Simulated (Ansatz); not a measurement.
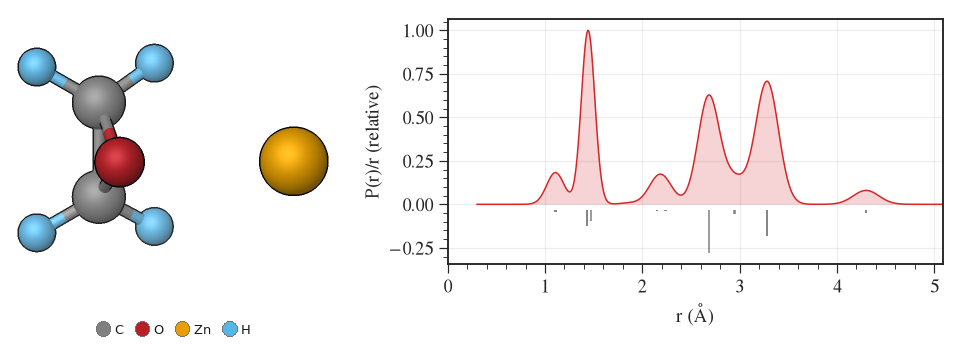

Simulated gas electron diffraction: radial distribution curve of C2H4OZn. Each pair of atoms contributes with weight ZᵢZⱼ/r (bars below the curve); damping constant 0.001 Å²; vibrational amplitudes assumed, not computed: 0.05 Å for bonds, 0.078 Å for bonds to H, 0.06 + 0.015 r up to 0.15 Å for other pairs. The geometry is the end point of an optimisation (RKS PBE-D4/def2-SVP (Ansatz)); it may be a saddle point or a higher isomer.

Question: Which pairs of atoms lie under the first 6 clear peaks? Mark bonded pairs by – and others by ···.

Answer: Peak 1, 1.11 Å: C–H 1.11 Å (×4)
Peak 2, 1.44 Å: O–C 1.43 Å (×2), C–C 1.47 Å
Peak 3, 2.19 Å: O···H 2.15 Å (×4), C···H 2.23–2.24 Å (×4), not resolved
Peak 4, 2.69 Å: Zn···O 2.68 Å, Zn···H 2.95 Å (×2), not resolved
Peak 5, 3.28 Å: Zn···C 3.28 Å (×2)
Peak 6, 4.30 Å: Zn···H 4.30 Å (×2)
